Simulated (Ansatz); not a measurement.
Band structure of CoPdO₂ (R-3m, 4 atoms in the cell).

```xyz
4
Lattice="1.3963 0.8062 5.8106 -1.3963 0.8062 5.8106 0.0000 -1.6123 5.8106" Properties=species:S:1:pos:R:3 pbc="T T T"
Co     0.0000     0.0000     8.7159
Pd     0.0000     0.0000     0.0000
O      0.0000     0.0000    15.4712
O      0.0000     0.0000     1.9606
```
Moments meant for the start (each program seeds them in its own way; μB, in the order of the atoms Co Pd O O): 3.0 0.0 0.0 0.0.

Method: PBE, PAW files (plane waves; Ansatz, a first-principles code).

Settings: kpoints.mp_grid.grid = 9 9 9; hamiltonian.xc = pbe; hamiltonian.pseudopotentials = {kind: paw} (the program's default PAW files); magnetization.spin_polarized = true; scf.occupations.method = fermi_dirac; scf.occupations.width = 0.1 eV; kpoints.band_path.path = [[0.0, 0.0, 0.0], [0.5, 0.0, 0.0], [0.5, 0.17949937, -0.17949937]]; kpoints.band_path.npoints = 8.

The starting cell comes from a database of computed structures (which also holds hypothetical and non-ambient phases and stackings), without a prior relaxation at this level. Its lattice was rescaled by a random factor within 2.5 % of one. The starting moments vanished: the run ended non-magnetic, which need not be the lowest state. The program warned that a starting moment was not kept.

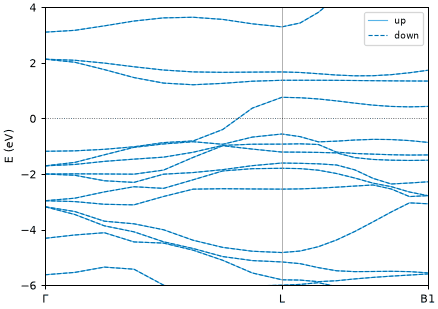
*Bands along the path, energies from the Fermi level.*

Levels in eV from the Fermi level, bands 20 to 27 of the first spin channel:
```tsv
point	20	21	22	23	24	25	26	27
Γ	-2.00	-2.00	-1.70	-1.70	-1.18	2.13	2.13	3.10
L	-1.60	-1.21	-0.92	-0.56	0.76	1.37	1.67	3.29
B1	-2.28	-1.50	-1.31	-0.86	0.43	1.34	1.73	7.14
```

Bands cross the Fermi level along this path, so the cell is metallic at this level.

The net moment of the cell came out as 0.00 μB.

Keys are those of Ansatz 0.2.
